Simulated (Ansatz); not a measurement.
**WH₅Cl₂O₄F: geometry relaxation (part 1 of 2)**

System: WH₅Cl₂O₄F.
Method: RKS PBE/def2-SVP (Ansatz 0.2.0).

It belongs to a series of runs on one base structure; here: end point B relaxed. Figures and captions count atoms from 1; the log counts them from 0 in places.

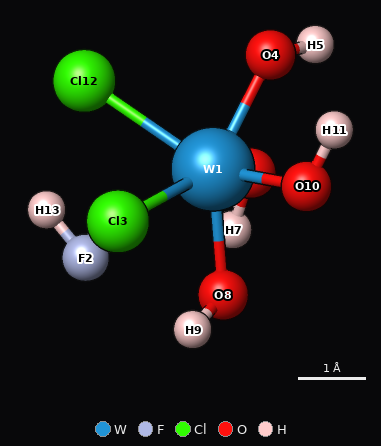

*The structure as given in the input (ball-and-stick view, seen at a tilt; atoms are numbered from 1 in the order of the input). Sticks mark near contacts.*

Bond lengths as drawn: Cl–W 2.39 Å, F–H 0.93 Å, H–O 0.98 to 0.99 Å and O–W 1.92 to 1.93 Å.

## Results in brief

| quantity | value |
| --- | --- |
| outcome | converged |
| total energy | −37828.1181 eV |
| mean-field energy | −37828.1181 eV |
| largest force (length of the vector) at the end | 0.025 eV/Å |
| hardware | 4 threads of Arm Neoverse V1, 24 GiB of memory available, shared host |
| wall time | 1.8 min (CPU time 6.7 min) |
| peak memory | 0.27 GiB |

## Input
```yaml
crystal:
  periodic: [false, false, false]
  atoms:
    - { symbol: W, position_ang: [0.307985, 0.389605, -0.216481] }
    - { symbol: F, position_ang: [0.035356, -0.4078, 2.725924] }
    - { symbol: Cl, position_ang: [2.475544, -0.614442, -0.180567] }
    - { symbol: O, position_ang: [-0.208362, 2.038124, -1.074629] }
    - { symbol: H, position_ang: [-1.152735, 2.276517, -1.140887] }
    - { symbol: O, position_ang: [-1.417309, 0.640946, 0.580203] }
    - { symbol: H, position_ang: [-1.617422, -0.094526, 1.204819] }
    - { symbol: O, position_ang: [-0.232964, -1.404588, 0.239287] }
    - { symbol: H, position_ang: [0.533193, -2.015693, 0.214478] }
    - { symbol: O, position_ang: [0.263344, -0.203602, -2.043593] }
    - { symbol: H, position_ang: [0.240176, 0.554143, -2.664863] }
    - { symbol: Cl, position_ang: [1.405533, 1.909835, 1.267528] }
    - { symbol: H, position_ang: [0.457663, 0.349882, 3.065481] }
basis:
  gaussian: { orbitals: def2-SVP }
hamiltonian:
  xc: pbe
relax:
  f_tol: 0.03
  max_steps: 50
output:
  orbitals: {}
```

Launch command:
```bash
ansatz run input.yaml --threads 4 --pin off --max-ram 5120MiB --backend cpu --events-out ev --progress --plain --runs-dir out
```

## The program's output
```
The last accepted step is kept in [file] (removed where the run ends without a failure and the disk answers)
Engine: ansatz 0.2.0, aarch64-unknown-linux-gnu
Functional definition: PBE
  parameter kappa = 0.804
  parameter beta = 0.06672455060314922
  exchange = pbe_x(kappa = kappa, mu = beta*pi^2/3)
  correlation = pbe_c(beta = beta)
1707 factors; their error is unknown
mean field evaluation 1: about -37801.4028 eV, gradient 1.2e2 eV
mean field evaluation 2: about -37452.2783 eV, gradient 3.7e2 eV
mean field evaluation 4: about -37821.5401 eV, gradient 5.3e1 eV
mean field evaluation 8: about -37827.1382 eV, gradient 2.0e0 eV
mean field evaluation 16: about -37827.0669 eV, gradient 1.7e-2 eV
mean field -37827.06685559 eV, -1390.1190668361 hartree, gradient 2.5e-5 eV, S^2 0.000000; 0 other end points of the search recorded, 0 dependent functions left out
the calculation of the forces begins
reference -37827.06693083 eV, -1390.1190696013 hartree; 47, 47 occupied and 116, 116 virtual orbitals, 1707 factors
relax step   1: F+E_penalty+E_count = -37827.06685559 eV  Δ(F+E_penalty+E_count) = +0.000e0 eV  max|allowed force component| = 5.007e-1 eV/Å  Δτ_max = 0.0000 Å  (36 SCF iters, accepted)
these checks for a lower state are left out or cut short: starts, cluster_reference, orbital_swaps, neighbouring_geometries, increment
1707 factors; their error is unknown
mean field evaluation 32: about -37827.1080 eV, gradient 2.0e-5 eV
mean field -37827.10800253 eV, -1390.1205789582 hartree, gradient 2.0e-5 eV, S^2 0.000000; 0 other end points of the search recorded, 0 dependent functions left out
[... from here on the field's lines of each further geometry are left out, up to the last ...]
relax step   2: F+E_penalty+E_count = -37827.10800253 eV  Δ(F+E_penalty+E_count) = -4.115e-2 eV  max|allowed force component| = 2.080e0 eV/Å  Δτ_max = 0.1950 Å  (41 SCF iters, accepted)
relax step   3: F+E_penalty+E_count = -37827.10180264 eV  Δ(F+E_penalty+E_count) = +6.200e-3 eV  max|allowed force component| = 2.123e0 eV/Å  Δτ_max = 0.1949 Å  (40 SCF iters, rejected (line search))
relax step   4: F+E_penalty+E_count = -37827.19169630 eV  Δ(F+E_penalty+E_count) = -8.369e-2 eV  max|allowed force component| = 1.504e0 eV/Å  Δτ_max = 0.0951 Å  (41 SCF iters, accepted)
relax step   5: F+E_penalty+E_count = -37827.26661388 eV  Δ(F+E_penalty+E_count) = -7.492e-2 eV  max|allowed force component| = 4.034e-1 eV/Å  Δτ_max = 0.0975 Å  (40 SCF iters, accepted)
relax step   6: F+E_penalty+E_count = -37827.33037826 eV  Δ(F+E_penalty+E_count) = -6.376e-2 eV  max|allowed force component| = 5.647e-1 eV/Å  Δτ_max = 0.1470 Å  (41 SCF iters, accepted)
relax step   7: F+E_penalty+E_count = -37827.40552047 eV  Δ(F+E_penalty+E_count) = -7.514e-2 eV  max|allowed force component| = 1.192e0 eV/Å  Δτ_max = 0.1924 Å  (39 SCF iters, accepted)
relax step   8: F+E_penalty+E_count = -37827.46509071 eV  Δ(F+E_penalty+E_count) = -5.957e-2 eV  max|allowed force component| = 1.592e0 eV/Å  Δτ_max = 0.1952 Å  (39 SCF iters, accepted)
relax step   9: F+E_penalty+E_count = -37827.51929626 eV  Δ(F+E_penalty+E_count) = -5.421e-2 eV  max|allowed force component| = 1.333e0 eV/Å  Δτ_max = 0.0536 Å  (35 SCF iters, accepted)
relax step  10: F+E_penalty+E_count = -37827.64131349 eV  Δ(F+E_penalty+E_count) = -1.220e-1 eV  max|allowed force component| = 6.074e-1 eV/Å  Δτ_max = 0.1943 Å  (39 SCF iters, accepted)
relax step  11: F+E_penalty+E_count = -37827.71708599 eV  Δ(F+E_penalty+E_count) = -7.577e-2 eV  max|allowed force component| = 3.722e-1 eV/Å  Δτ_max = 0.1939 Å  (39 SCF iters, accepted)
relax step  12: F+E_penalty+E_count = -37827.78998413 eV  Δ(F+E_penalty+E_count) = -7.290e-2 eV  max|allowed force component| = 6.282e-1 eV/Å  Δτ_max = 0.1957 Å  (40 SCF iters, accepted)
relax step  13: F+E_penalty+E_count = -37827.84230393 eV  Δ(F+E_penalty+E_count) = -5.232e-2 eV  max|allowed force component| = 1.094e0 eV/Å  Δτ_max = 0.1953 Å  (39 SCF iters, accepted)
relax step  14: F+E_penalty+E_count = -37827.91249068 eV  Δ(F+E_penalty+E_count) = -7.019e-2 eV  max|allowed force component| = 5.565e-1 eV/Å  Δτ_max = 0.2000 Å  (38 SCF iters, accepted)
relax step  15: F+E_penalty+E_count = -37827.97041788 eV  Δ(F+E_penalty+E_count) = -5.793e-2 eV  max|allowed force component| = 6.627e-1 eV/Å  Δτ_max = 0.2000 Å  (37 SCF iters, accepted)
relax step  16: F+E_penalty+E_count = -37828.01316285 eV  Δ(F+E_penalty+E_count) = -4.274e-2 eV  max|allowed force component| = 5.441e-1 eV/Å  Δτ_max = 0.2000 Å  (39 SCF iters, accepted)
relax step  17: F+E_penalty+E_count = -37828.01418205 eV  Δ(F+E_penalty+E_count) = -1.019e-3 eV  max|allowed force component| = 1.235e0 eV/Å  Δτ_max = 0.1934 Å  (39 SCF iters, accepted)
relax step  18: F+E_penalty+E_count = -37828.05986199 eV  Δ(F+E_penalty+E_count) = -4.568e-2 eV  max|allowed force component| = 4.253e-1 eV/Å  Δτ_max = 0.2000 Å  (39 SCF iters, accepted)
relax step  19: F+E_penalty+E_count = -37827.98531045 eV  Δ(F+E_penalty+E_count) = +7.455e-2 eV  max|allowed force component| = 1.690e0 eV/Å  Δτ_max = 0.2000 Å  (40 SCF iters, rejected (line search))
relax step  20: F+E_penalty+E_count = -37828.08324615 eV  Δ(F+E_penalty+E_count) = -2.338e-2 eV  max|allowed force component| = 1.100e-1 eV/Å  Δτ_max = 0.0978 Å  (35 SCF iters, accepted)
relax step  21: F+E_penalty+E_count = -37828.08740595 eV  Δ(F+E_penalty+E_count) = -4.160e-3 eV  max|allowed force component| = 2.323e-1 eV/Å  Δτ_max = 0.0722 Å  (34 SCF iters, accepted)
relax step  22: F+E_penalty+E_count = -37828.09804636 eV  Δ(F+E_penalty+E_count) = -1.064e-2 eV  max|allowed force component| = 2.335e-1 eV/Å  Δτ_max = 0.1500 Å  (39 SCF iters, accepted)
relax step  23: F+E_penalty+E_count = -37828.10669705 eV  Δ(F+E_penalty+E_count) = -8.651e-3 eV  max|allowed force component| = 3.071e-1 eV/Å  Δτ_max = 0.1823 Å  (39 SCF iters, accepted)
relax step  24: F+E_penalty+E_count = -37828.09789753 eV  Δ(F+E_penalty+E_count) = +8.800e-3 eV  max|allowed force component| = 4.534e-1 eV/Å  Δτ_max = 0.0999 Å  (39 SCF iters, rejected (line search))
relax step  25: F+E_penalty+E_count = -37828.11282927 eV  Δ(F+E_penalty+E_count) = -6.132e-3 eV  max|allowed force component| = 1.265e-1 eV/Å  Δτ_max = 0.0486 Å  (35 SCF iters, accepted)
relax step  26: F+E_penalty+E_count = -37828.11540761 eV  Δ(F+E_penalty+E_count) = -2.578e-3 eV  max|allowed force component| = 1.461e-1 eV/Å  Δτ_max = 0.0607 Å  (34 SCF iters, accepted)
relax step  27: F+E_penalty+E_count = -37828.11583411 eV  Δ(F+E_penalty+E_count) = -4.265e-4 eV  max|allowed force component| = 1.412e-1 eV/Å  Δτ_max = 0.0288 Å  (35 SCF iters, accepted)
relax step  28: F+E_penalty+E_count = -37828.11654787 eV  Δ(F+E_penalty+E_count) = -7.138e-4 eV  max|allowed force component| = 5.243e-2 eV/Å  Δτ_max = 0.0407 Å  (33 SCF iters, accepted)
relax step  29: F+E_penalty+E_count = -37828.11748406 eV  Δ(F+E_penalty+E_count) = -9.362e-4 eV  max|allowed force component| = 9.112e-2 eV/Å  Δτ_max = 0.0260 Å  (34 SCF iters, accepted)
relax step  30: F+E_penalty+E_count = -37828.11730159 eV  Δ(F+E_penalty+E_count) = +1.825e-4 eV  max|allowed force component| = 7.105e-2 eV/Å  Δτ_max = 0.0330 Å  (35 SCF iters, rejected (line search))
the calculation of the forces begins
reference -37828.11809383 eV, -1390.1576991287 hartree; 47, 47 occupied and 116, 116 virtual orbitals, 1707 factors
relax step  31: F+E_penalty+E_count = -37828.11802194 eV  Δ(F+E_penalty+E_count) = -5.379e-4 eV  max|allowed force component| = 1.994e-2 eV/Å  Δτ_max = 0.0165 Å  (34 SCF iters, accepted)
1707 factors; their error is unknown
mean field evaluation 256: about -37828.1180 eV, gradient 1.5e-5 eV
```

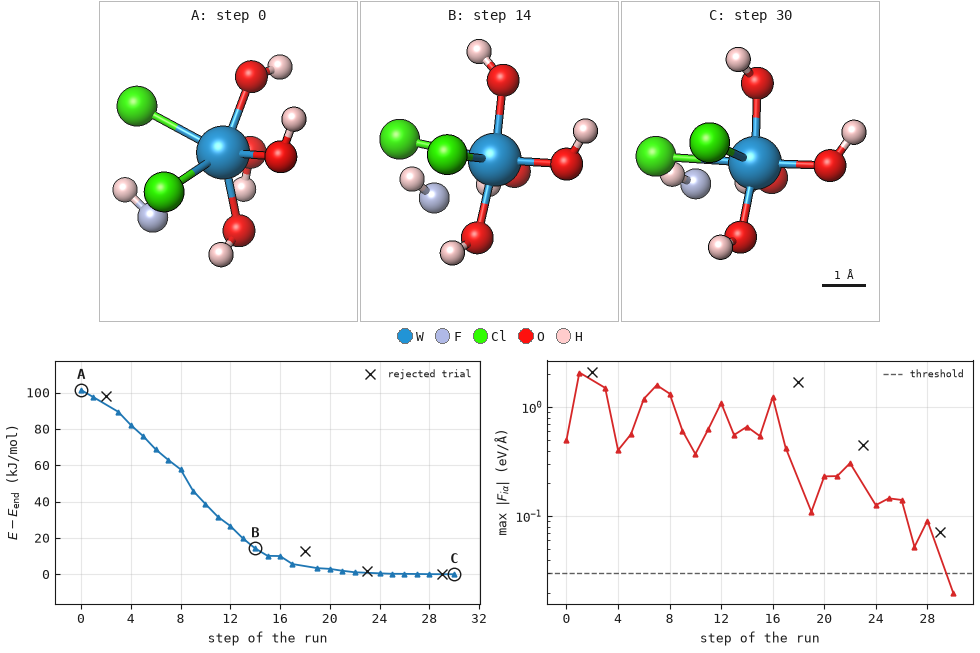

*Frames of the relaxation (ball-and-stick view, seen at a tilt) above the curves, on which the letters mark them (the first geometry is step 0 here and step 1 in the log).*

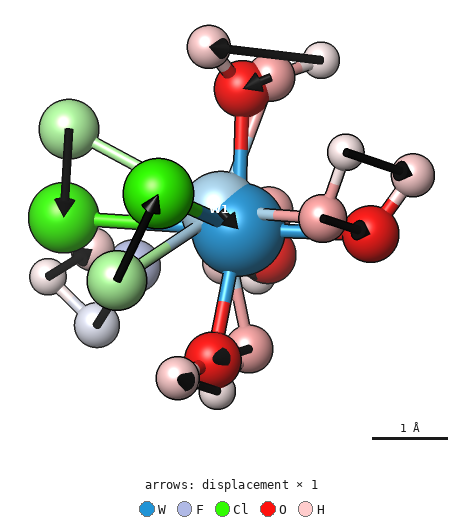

*Start (faint) and end (solid) with the displacements as black arrows, at true length (ball-and-stick view, seen at a tilt). The two geometries are laid on each other by the best rigid fit.*

The largest move after the best rigid fit is that of H5, 2.06 Å. By element the largest moves are H 2.06 Å, F 1.67 Å, Cl 1.38 Å, O 1.06 Å, W 0.35 Å. Distances before and after: W1–Cl12 2.391 → 2.522 Å, W1–O6 1.917 → 1.842 Å, F2–H13 0.932 → 0.987 Å, W1–O8 1.929 → 1.881 Å. Among the angles that change: Cl3–W1–O4 127.5° → 81.2°, O8–W1–Cl12 125.0° → 89.4°, O10–W1–Cl12 142.8° → 178.0°. After 30 geometry steps the energy has fallen by 101.4 kJ/mol. Largest force component: 0.5 eV/Å at the start, 0.02 eV/Å at the end. The line search rejected the trial steps at points 2, 18, 23, 29 (counted from 0) and went back. (Atoms are counted from 1 in the order of the input.)

```
mean field -37828.11802194 eV, -1390.1576964868 hartree, gradient 1.5e-5 eV, S^2 0.000000; 1 other end points of the search recorded, 0 dependent functions left out
the calculation of the forces begins
reference -37828.11809383 eV, -1390.1576991287 hartree; 47, 47 occupied and 116, 116 virtual orbitals, 1707 factors
Total energy: -37828.11809383 eV, -1390.1576991287 hartree
Atom 0 at     0.202349     0.105765    -0.337201 Å, force     0.010224     0.003977     0.005216 eV/Å
Atom 1 at    -1.456478     0.468893     3.051217 Å, force     0.010799     0.006170    -0.010160 eV/Å
Atom 2 at     2.491118     0.481572    -1.058319 Å, force     0.000036     0.000045    -0.000034 eV/Å
Atom 3 at     0.055039     1.930312    -0.834848 Å, force     0.001637    -0.000834    -0.002196 eV/Å
Atom 4 at     0.828566     2.476058    -1.079900 Å, force    -0.003338     0.001389     0.001130 eV/Å
Atom 5 at    -1.369356    -0.046145     0.610392 Å, force    -0.011196    -0.002337    -0.008728 eV/Å
Atom 6 at    -1.602023     0.117179     1.594102 Å, force     0.004953    -0.000385     0.014948 eV/Å
Atom 7 at     0.896146    -1.604869     0.024822 Å, force     0.009188     0.002615    -0.000073 eV/Å
Atom 8 at     1.832747    -1.858785    -0.099616 Å, force    -0.005510    -0.001471     0.000463 eV/Å
Atom 9 at    -0.503581    -0.441597    -2.005064 Å, force    -0.008688     0.012690    -0.019938 eV/Å
Atom 10 at    -0.870442     0.190755    -2.654214 Å, force     0.005987    -0.013317     0.018005 eV/Å
Atom 11 at     1.095336     0.907852     1.880879 Å, force    -0.000502    -0.008272    -0.002563 eV/Å
Atom 12 at    -0.509417     0.691411     2.884450 Å, force    -0.013589    -0.000270     0.003930 eV/Å
Dipole moment:    -0.106958     0.072803    -0.536557 e Å
```

## Trajectory as extended XYZ (Å, eV, eV/Å), 17 of the 31 frames kept, from step=1 to step=31
```
13
Properties=species:S:1:pos:R:3:forces:R:3 step=1 energy=-37827.06686
W     0.3080    0.3896   -0.2165    0.0521   0.0561  -0.3130
F     0.0354   -0.4078    2.7259   -0.2569  -0.4400   0.1344
Cl    2.4755   -0.6144   -0.1806    0.0041   0.0050  -0.0052
O    -0.2084    2.0381   -1.0746   -0.0047   0.0062  -0.0184
H    -1.1527    2.2765   -1.1409   -0.0145   0.0237   0.0099
O    -1.4173    0.6409    0.5802   -0.0200  -0.1298   0.0483
H    -1.6174   -0.0945    1.2048    0.0432   0.0961  -0.0472
O    -0.2330   -1.4046    0.2393   -0.0560   0.0239   0.0414
H     0.5332   -2.0157    0.2145    0.0418  -0.0085  -0.0336
O     0.2633   -0.2036   -2.0436   -0.0306   0.0538  -0.0238
H     0.2402    0.5541   -2.6649    0.0235  -0.0617   0.0288
Cl    1.4055    1.9098    1.2675   -0.0625  -0.1256   0.1852
H     0.4577    0.3499    3.0655    0.2805   0.5007  -0.0068
13
Properties=species:S:1:pos:R:3:forces:R:3 step=3 energy=-37827.10180 accepted=F
W     0.3060    0.3726   -0.2605   -0.2084  -0.1525  -0.3006
F    -0.0788   -0.3459    3.0707    1.5779   2.1227  -1.0461
Cl    2.4882   -0.5866   -0.2379   -0.0549   0.1433  -0.0374
O    -0.1997    2.0414   -1.0796    0.0667  -0.1482   0.0935
H    -1.1375    2.3179   -1.0956    0.0584   0.0772   0.0235
O    -1.4040    0.6096    0.5684    0.1174  -0.0449  -0.0932
H    -1.5584   -0.0902    1.2450   -0.0078   0.0221   0.1157
O    -0.2163   -1.4131    0.2388    0.1058   0.0795   0.0669
H     0.5497   -2.0232    0.1695    0.0026  -0.0439  -0.0037
O     0.2517   -0.2100   -2.0874   -0.0429   0.0498   0.0653
H     0.2629    0.5489   -2.7062   -0.0088  -0.0456  -0.0552
Cl    1.3046    1.7698    1.4239    0.0439  -0.0296   0.1745
H     0.5216    0.4274    2.7276   -1.6497  -2.0298   0.9967
13
Properties=species:S:1:pos:R:3:forces:R:3 step=5 energy=-37827.26661
W     0.3068    0.3581   -0.2777    0.0331   0.1470   0.0156
F    -0.1018   -0.3361    3.0125    0.2134   0.3827  -0.0728
Cl    2.5019   -0.5374   -0.3082    0.0179   0.1116   0.0315
O    -0.1731    2.0345   -1.0799   -0.1431  -0.0498  -0.0523
H    -1.1008    2.3502   -1.0782    0.1807   0.0540   0.0272
O    -1.3925    0.6046    0.5598   -0.0503  -0.1476   0.0723
H    -1.5343   -0.0586    1.2811    0.0423   0.1338  -0.0458
O    -0.1939   -1.4158    0.2657    0.1342  -0.0645   0.0219
H     0.5672   -2.0313    0.1855   -0.0147  -0.0242  -0.0050
O     0.2266   -0.2323   -2.0968   -0.1217   0.0217  -0.0131
H     0.2397    0.5157   -2.7285   -0.0066  -0.0483  -0.0518
Cl    1.2760    1.7578    1.4564    0.0847  -0.1131  -0.0470
H     0.4682    0.4091    2.7849   -0.3700  -0.4034   0.1193
13
Properties=species:S:1:pos:R:3:forces:R:3 step=7 energy=-37827.40552
W     0.3361    0.3450   -0.3443   -0.1753  -0.1742   0.0145
F    -0.4074   -0.2722    3.1249   -0.2918  -0.0885  -0.1343
Cl    2.5790   -0.3655   -0.5487   -0.0333   0.1190  -0.0431
O    -0.1143    2.0222   -1.1421   -1.1167   0.5921   0.2398
H    -0.9737    2.5081   -0.9459    1.1924  -0.5333  -0.2507
O    -1.3293    0.5809    0.5524    0.0895  -0.4679   0.5239
H    -1.3869    0.0365    1.4005    0.0054   0.3793  -0.4623
O    -0.0357   -1.4220    0.3308    0.2730  -0.0051  -0.0612
H     0.7203   -2.0331    0.1744   -0.1010   0.0569   0.0434
O     0.0927   -0.3166   -2.1291   -0.0328   0.1649   0.1149
H     0.1086    0.3821   -2.8179   -0.0256  -0.1140   0.0302
Cl    1.2768    1.5951    1.5313    0.0785  -0.0798  -0.0600
H     0.2238    0.3580    2.7903    0.1379   0.1505   0.0449
```
